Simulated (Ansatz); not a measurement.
# BH₃Br (doublet): correlated methods under varied settings at distance B1–H4 along a hydrogen transfer = 1.194 Å

Aim: run BH₃Br (doublet) at one geometry under a spread of methods and options, and see what each costs and gives.

Program: Ansatz 0.2.0, Gaussian basis. Level of theory: the settings change from run to run. These are calculated values, not measurements.

16 further runs of the same task are left out: 9 for a known fault of the program, 1 for a mislabelled method, 6 that didn't finish.

### Step 1. The system

The geometry derives from fragments relaxed apart (PBE0/def2-TZVP) and kept rigid, so it is no stationary point. A hydrogen atom is moved between rigid fragments. No spin-orbit coupling is included. The filled d shell of Br may be among the frozen orbitals whatever the setting's name suggests; the logs give the count.

5 atoms, charge 0, spin multiplicity 2.

Atoms are counted from 1 here; the program's logs count them from 0.

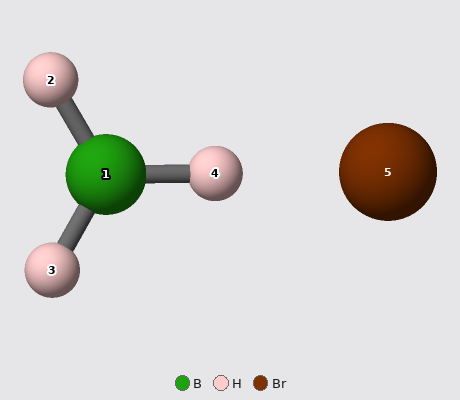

The structure; boron green, hydrogen pink, bromine brown; atoms are numbered from 1 in the order of the file.

### Step 2. CCSD on UHF/6-31G

File in.yaml:

```yaml
crystal:
  periodic: [false, false, false]
  atoms:
    - {symbol: B, position_ang: [-2.628835, 0.000000, 0.000000]}
    - {symbol: H, position_ang: [-3.225569, 1.033571, 0.000000]}
    - {symbol: H, position_ang: [-3.225569, -1.033571, 0.000000]}
    - {symbol: H, position_ang: [-1.435370, 0.000000, 0.000000]}
    - {symbol: Br, position_ang: [0.455165, 0.000000, 0.000000]}
basis:
  gaussian: {orbitals: 6-31G}
magnetization: {spin_polarized: true, initial_magnetization: 1}
correlation: {method: ccsd, electrons: outside_noble_gas}
```

The run is started by

```sh
$ ansatz run in.yaml --threads 1 --pin off --events-out ev --progress --plain --max-ram 2393MiB
```

What it wrote (excerpt; [...] marks lines left out):

```text
Functional definition: HF
  name "HF"
  cite "Fock, Z. Phys. 61, 126 (1930) doi:10.1007/BF01340294"
  parent pbe
[...]
481 factors; integrals over basis functions are off by at most 7.4e-4 eV
[...]
mean field -70705.99894477 eV, -2598.3975349728 hartree, gradient 1.6e-6 eV, S^2 0.757533; 12 other end points of the search recorded, 0 dependent functions left out
determinant -70705.99894477 eV, -2598.3975349728 hartree, with singles and doubles -70708.93686468 eV, -2598.5055015383 hartree
determinant -70704.99942015 eV, -2598.3608031206 hartree, with singles and doubles -70707.83137425 eV, -2598.4648755140 hartree
determinant -70704.97091038 eV, -2598.3597554058 hartree, with singles and doubles -70707.79984171 eV, -2598.4637167146 hartree
15 core orbitals not correlated: weight in the atoms' cores, before any rotation towards them, 1.000 or more for the frozen orbitals, at most 0.000 for the correlated occupied ones
reference -70705.99894477 eV, -2598.3975349728 hartree; 7, 6 occupied and 22, 23 virtual orbitals, 481 factors
second order -2.33357795 eV of doubles, -0.00000000 eV of singles
cycle   1  -2.94710329 eV  change   -2.0e-1 eV  update   9.8e-3
[...]
cycle   8  -2.95417381 eV  change    1.4e-6 eV  update   9.5e-6
Total energy: -70708.95311858 eV, -2598.5060988578 hartree
```

Wall time 2.5 s (1 thread of Arm Neoverse V2, shared host).

From the report: ⟨S²⟩ of the determinant 0.758 (pure doublet: 0.75); correlation -2.9542 eV; T1 0.010; largest double amplitude 0.05.

### Step 3. NEVPT2(3,2)/STO-3G

in.yaml: that of step 2 with these lines changed.

```diff
@@ -9,4 +9,4 @@
 basis:
-  gaussian: {orbitals: 6-31G}
-magnetization: {spin_polarized: true, initial_magnetization: 1}
-correlation: {method: ccsd, electrons: outside_noble_gas}
+  gaussian: {orbitals: STO-3G}
+magnetization: {spin_polarized: false, initial_magnetization: 1}
+correlation: {method: sc_nevpt2, electrons: valence, active_space: {window: {electrons: 3, orbitals: 2}}}
```

The command is unchanged.

What it wrote (excerpt; [...] marks lines left out):

```text
Functional definition: HF
  name "HF"
  cite "Fock, Z. Phys. 61, 126 (1930) doi:10.1007/BF01340294"
  parent pbe
[...]
278 factors; integrals over basis functions are off by at most 3.3e-5 eV
[...]
mean field -69951.85695898 eV, -2570.6833281710 hartree, gradient 8.6e-7 eV, S^2 0.750000; 13 other end points of the search recorded, 0 dependent functions left out
reference -69951.85695898 eV, -2570.6833281710 hartree; 22, 21 occupied and 4, 5 virtual orbitals, 278 factors
state -69951.85695898 eV, -2570.6833281710 hartree
state -69951.85695898 eV, -2570.6833281710 hartree; corrected -69952.88346675 eV, -2570.7210516358 hartree
WARN: 1 active orbitals are nearly empty or full. The corrections depend on them more than the energy does, and are more stable in an active space without them
Total energy: -69952.88346675 eV, -2570.7210516358 hartree
```

Wall time 0.87 s (1 thread of Arm Neoverse V2, shared host).

From the report: 1 determinant; active occupations 2.00, 1.00. The report marks this result as in doubt.

### Step 4. HF/cc-pVDZ

in.yaml: that of step 3 with these lines changed.

```diff
@@ -9,4 +9,7 @@
 basis:
-  gaussian: {orbitals: STO-3G}
-magnetization: {spin_polarized: false, initial_magnetization: 1}
-correlation: {method: sc_nevpt2, electrons: valence, active_space: {window: {electrons: 3, orbitals: 2}}}
+  gaussian: {orbitals: cc-pVDZ}
+magnetization: {spin_polarized: true, initial_magnetization: 1}
+hamiltonian: {xc: hf}
+accuracy: high
+scf: {lower_state_search: off}
+output: {orbitals: {seedname: orbitals}}
```

The command is unchanged.

What it wrote:

```text
Functional definition: HF
  name "HF"
  cite "Fock, Z. Phys. 61, 126 (1930) doi:10.1007/BF01340294"
  parent pbe
  exchange = exact_x
  correlation = 0
these checks for a lower state are left out or cut short: stability, starts, cluster_reference, orbital_swaps, neighbouring_geometries, increment
1128 factors; integrals over basis functions are off by at most 4.8e-9 eV
mean field evaluation 1: about -70713.7604 eV, gradient 1.0e1 eV
mean field evaluation 2: about -70713.7825 eV, gradient 1.0e1 eV
mean field evaluation 4: about -70715.2076 eV, gradient 1.9e0 eV
mean field evaluation 8: about -70715.3127 eV, gradient 1.2e-1 eV
mean field evaluation 16: about -70715.3131 eV, gradient 1.2e-8 eV
mean field -70715.31310864 eV, -2598.7398241816 hartree, gradient 1.2e-8 eV, S^2 0.761992; 0 other end points of the search recorded, 0 dependent functions left out
reference -70715.31310864 eV, -2598.7398241816 hartree; 22, 21 occupied and 34, 35 virtual orbitals, 1128 factors
Total energy: -70715.31310864 eV, -2598.7398241816 hartree
Checks for a lower state left out: stability, starts, cluster_reference, orbital_swaps, neighbouring_geometries, increment
```

Wall time 1.1 s (1 thread of Arm Neoverse V2, shared host).

From the report: ⟨S²⟩ of the determinant 0.762 (pure doublet: 0.75).

### Step 5. CISD/cc-pVDZ

in.yaml: that of step 4 with these lines changed.

```diff
@@ -9,7 +9,6 @@
 basis:
-  gaussian: {orbitals: cc-pVDZ}
-magnetization: {spin_polarized: true, initial_magnetization: 1}
-hamiltonian: {xc: hf}
+  gaussian: {orbitals: cc-pVDZ, point_charges: [{charge: 1.00, position_ang: [4.716, 0.898, -0.329]}]}
+magnetization: {spin_polarized: false, initial_magnetization: 1}
+correlation: {active_space: {ras: {orbitals: [6, 1, 34], electrons: 13, max_holes: 2, max_particles: 2}, fixed_orbitals: true}}
 accuracy: high
 scf: {lower_state_search: off}
-output: {orbitals: {seedname: orbitals}}
```

Launched as before.

What it wrote (excerpt; [...] marks lines left out):

```text
Functional definition: HF
  name "HF"
  cite "Fock, Z. Phys. 61, 126 (1930) doi:10.1007/BF01340294"
  parent pbe
[...]
1128 factors; integrals over basis functions are off by at most 4.8e-9 eV
[...]
mean field -70715.28313074 eV, -2598.7387225143 hartree, gradient 2.4e-8 eV, S^2 0.750000; 0 other end points of the search recorded, 0 dependent functions left out
reference -70715.28313074 eV, -2598.7387225143 hartree; 22, 21 occupied and 34, 35 virtual orbitals, 1128 factors
state -70721.24254751 eV, -2598.9577270409 hartree
Total energy: -70721.24254751 eV, -2598.9577270409 hartree
Checks for a lower state left out: stability, starts, cluster_reference, orbital_swaps, neighbouring_geometries, increment
```

Run time: 5.5 s. Hardware: 1 thread of Arm Neoverse V2, shared host.

From the report: 108,671 determinants.

### Step 6. BCCD(T) on ROHF/cc-pVDZ

File in.yaml:

```yaml
crystal:
  periodic: [false, false, false]
  atoms:
    - {symbol: B, position_ang: [-2.628835, 0.000000, 0.000000]}
    - {symbol: H, position_ang: [-3.225569, 1.033571, 0.000000]}
    - {symbol: H, position_ang: [-3.225569, -1.033571, 0.000000]}
    - {symbol: H, position_ang: [-1.435370, 0.000000, 0.000000]}
    - {symbol: Br, position_ang: [0.455165, 0.000000, 0.000000]}
basis:
  gaussian: {orbitals: cc-pVDZ}
magnetization: {spin_polarized: false, initial_magnetization: 1}
correlation: {method: bccd_t, electrons: outside_noble_gas}
accuracy: high
```

The command is unchanged.

What it wrote (excerpt; [...] marks lines left out):

```text
Functional definition: HF
  name "HF"
  cite "Fock, Z. Phys. 61, 126 (1930) doi:10.1007/BF01340294"
  parent pbe
[...]
1128 factors; integrals over basis functions are off by at most 4.8e-9 eV
[...]
mean field -70715.18357823 eV, -2598.7350640269 hartree, gradient 2.7e-8 eV, S^2 0.750000; 13 other end points of the search recorded, 0 dependent functions left out
[...]
determinant -70715.18357823 eV, -2598.7350640269 hartree, with singles and doubles -70721.61187547 eV, -2598.9712995932 hartree
determinant -70714.24635180 eV, -2598.7006215909 hartree, with singles and doubles -70720.60260295 eV, -2598.9342095121 hartree
determinant -70714.21885590 eV, -2598.6996111353 hartree, with singles and doubles -70720.57542113 eV, -2598.9332105987 hartree
15 core orbitals not correlated: weight in the atoms' cores, before any rotation towards them, 1.000 or more for the frozen orbitals, at most 0.000 for the correlated occupied ones
reference -70715.18357823 eV, -2598.7350640269 hartree; 7, 6 occupied and 34, 35 virtual orbitals, 1128 factors
second order -5.36350700 eV of doubles, -0.07753416 eV of singles
cycle   1  -6.42832817 eV  change   -3.1e-5 eV  update   3.2e-3
[...]
cycle  19  -6.42640161 eV  change   3.2e-10 eV  update   1.1e-9
perturbative correction -0.09674428 eV, -0.0035552868 hartree
Total energy: -70721.70672412 eV, -2598.9747852170 hartree
```

Wall time 12 s (1 thread of Arm Neoverse V2, shared host).

From the report: correlation -6.5231 eV; largest double amplitude 0.04.

### Step 7. BCCD on ROHF/def2-mTZVP

in.yaml: that of step 6 with these lines changed.

```diff
@@ -9,5 +9,5 @@
 basis:
-  gaussian: {orbitals: cc-pVDZ}
+  gaussian: {orbitals: def2-mTZVP, point_charges: [{charge: 1.00, position_ang: [3.132, 0.170, -0.086]}]}
 magnetization: {spin_polarized: false, initial_magnetization: 1}
-correlation: {method: bccd_t, electrons: outside_noble_gas}
-accuracy: high
+correlation: {method: bccd, electrons: outside_noble_gas}
+output: {forces: true}
```

Same command.

What it wrote (excerpt; [...] marks lines left out):

```text
Functional definition: HF
  name "HF"
  cite "Fock, Z. Phys. 61, 126 (1930) doi:10.1007/BF01340294"
  parent pbe
[...]
603 factors; integrals over basis functions are off by at most 1.0e-3 eV
[...]
mean field -70716.39535005 eV, -2598.7795958199 hartree, gradient 2.5e-6 eV, S^2 0.750000; 10 other end points of the search recorded, 0 dependent functions left out
[...]
determinant -70716.39535005 eV, -2598.7795958199 hartree, with singles and doubles -70722.68986838 eV, -2599.0109151022 hartree
determinant -70715.93921849 eV, -2598.7628332943 hartree, with singles and doubles -70722.02535856 eV, -2598.9864948165 hartree
determinant -70715.91632110 eV, -2598.7619918306 hartree, with singles and doubles -70721.99991315 eV, -2598.9855597150 hartree
15 core orbitals not correlated: weight in the atoms' cores, before any rotation towards them, 1.000 or more for the frozen orbitals, at most 0.000 for the correlated occupied ones
reference -70716.39535005 eV, -2598.7795958199 hartree; 7, 6 occupied and 42, 43 virtual orbitals, 603 factors
second order -5.36773163 eV of doubles, -0.08233309 eV of singles
cycle   1  -6.28347319 eV  change   -3.1e-1 eV  update   1.9e-2
[...]
cycle  20  -6.29814673 eV  change    7.0e-9 eV  update   2.7e-7
[...]
Total energy: -70722.69349678 eV, -2599.0110484431 hartree
Atom 0 at    -2.628835     0.000000     0.000000 Å, force    -2.507800     0.034748    -0.006283 eV/Å
Atom 1 at    -3.225569     1.033571     0.000000 Å, force     0.544018    -0.021909     0.001206 eV/Å
Atom 2 at    -3.225569    -1.033571     0.000000 Å, force     0.558586     0.011178     0.001434 eV/Å
Atom 3 at    -1.435370     0.000000     0.000000 Å, force     1.232287     0.036635    -0.025537 eV/Å
Atom 4 at     0.455165     0.000000     0.000000 Å, force     0.699213    -0.072755     0.033918 eV/Å
Dipole moment:    -1.120480    -0.021877     0.010028 e Å
```

Run time: 16 s. Hardware: 1 thread of Arm Neoverse V2, shared host; peak memory 0.29 GiB.

From the report: correlation -6.2981 eV; largest double amplitude 0.04.

### Step 8. All runs side by side

Where basis and cores are those of an earlier UCCSDT(Q)/cc-pVDZ run (-70721.7327 eV), and the state is the same kind, the miss against it is given. † marks a result that the program doubts.

```csv
level,correlated,functions,energy (eV),from UCCSDT(Q) (meV),time
CCSD on UHF/6-31G,outside noble gas,44,-70708.9531,,2.5 s
"NEVPT2(3,2)/STO-3G †",valence,26,-69952.8835,,0.87 s
HF/cc-pVDZ,,56,-70715.3131,6419.6,1.1 s
CISD/cc-pVDZ (beside a point charge),outside noble gas,56,-70721.2425,,5.5 s
BCCD(T) on ROHF/cc-pVDZ,outside noble gas,56,-70721.7067,25.9,12 s
BCCD on ROHF/def2-mTZVP (beside a point charge),outside noble gas,64,-70722.6935,,16 s
```

### Step 9. Summary of results

| quantity | value |
| --- | --- |
| runs | 6 |
| quickest | NEVPT2(3,2)/STO-3G †, 0.87 s |
| slowest | BCCD on ROHF/def2-mTZVP (beside a point charge), 16 s |

In words: Total energies in different bases, with other cores or another treatment of relativity can't be set against each other. BCCD on ROHF/def2-mTZVP (beside a point charge) took 18 times as long as NEVPT2(3,2)/STO-3G †; the jobs differ in more than the method. Hartree-Fock, CASSCF and CASCI lack dynamic correlation by design.
